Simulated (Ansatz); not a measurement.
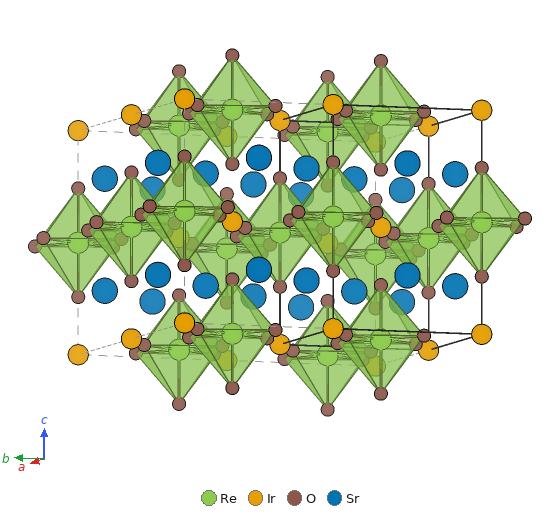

Polyhedra are drawn about Re (bonds: O–Re below 2.2 Å); other atoms are plain spheres.

Sr2ReIrO6 (space group I4/m, No. 87): coordinates from a relaxation (final pressure about -3.8 GPa) with Ansatz 0.2.0, DFT, PAW plane waves, pbe; the starting structure was generated, so it need not be a known form of this composition.

**What figure surrounds each Re atom, and how are these polyhedra linked?**

Re: ReO6 octahedron. The octahedra are isolated from each other. Their corner atoms also have Ir and Sr as close neighbours (those links are not drawn).
